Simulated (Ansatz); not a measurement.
**Al2H2O (SMILES [O]1[AlH][AlH]1): density, localisation and related maps**

The calculation's input:

```
crystal:
  periodic: [false, false, false]
  atoms:
    - {symbol: O, position_ang: [-0.603168, 0.325419, 0.700551]}
    - {symbol: Al, position_ang: [-0.385029, -1.131173, -0.211909]}
    - {symbol: Al, position_ang: [0.742119, 0.938517, -0.202842]}
    - {symbol: H, position_ang: [-1.198260, -2.492596, -0.153522]}
    - {symbol: H, position_ang: [1.444349, 2.359823, -0.132288]}
basis:
  gaussian: {orbitals: def2-TZVPP}
hamiltonian: {xc: pbe0, dispersion: d4}
output: {orbitals: {seedname: orbitals}}
```

Run with:

```sh
ansatz run in.yaml --threads 2 --pin off --events-out ev --progress --plain --max-ram 4352MiB
```

Geometry: PBE0-D4/def2-TZVP.

Level of theory: RKS PBE0-D4/def2-TZVPP (Ansatz 0.2.0).

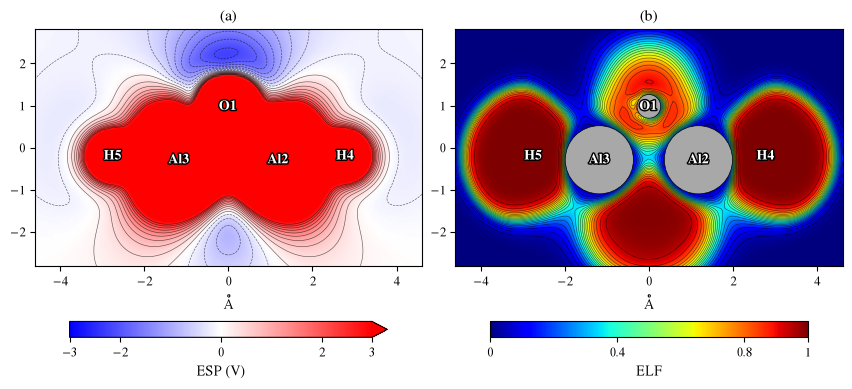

Figure 1. (a) electrostatic potential; (b) electron localisation function on the molecular plane. Grey discs cover the atomic cores in the ELF map.

> Interpret the plot.

The plane passes through O, Al and H nuclei.
Al–O (1.73 Å): the ELF peaks at about 0.85 in the valence shell of O, 0.6 Å from its nucleus, and is about 0.45 at the midpoint.
Al–Al (2.36 Å): the ELF is about 0.35 at the midpoint.
Al–H (1.59 Å): the ELF climbs to about 1 towards the hydrogen.
The ELF also peaks beside O1, away from the bonds: lone-pair regions.
Outside the dense part of the molecule the potential is most negative (−2.2 V) near O1.

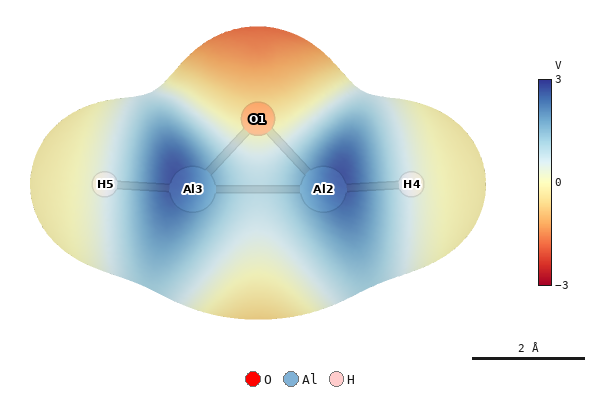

Figure 2. The electrostatic potential painted on the density surface at 0.002 e/bohr³, seen across its widest extent; the colour scale runs from red (negative) to blue (positive).

> Where is the surface potential most negative and most positive?

The most negative region (about −1.7 V) lies over O1, the most positive (about +2.7 V) over Al2 and Al3. O1 is the likeliest acceptor of a hydrogen bond.

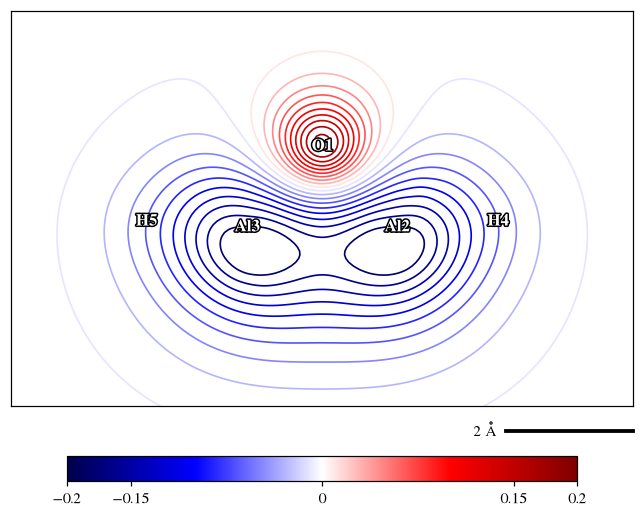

Figure 3. One frontier orbital on a plane 0.8 Å above the molecular plane (values in Å⁻³ᐟ²; the overall sign is arbitrary).

> Which orbital is it: HOMO or LUMO?

The LUMO, at −1.74 eV. By Hirshfeld shares it lies mainly on Al2 (about 40 %), Al3 (about 40 %) and O1 (about 10 %); it changes sign across the molecular plane (π type); π-bonding across Al2–Al3.
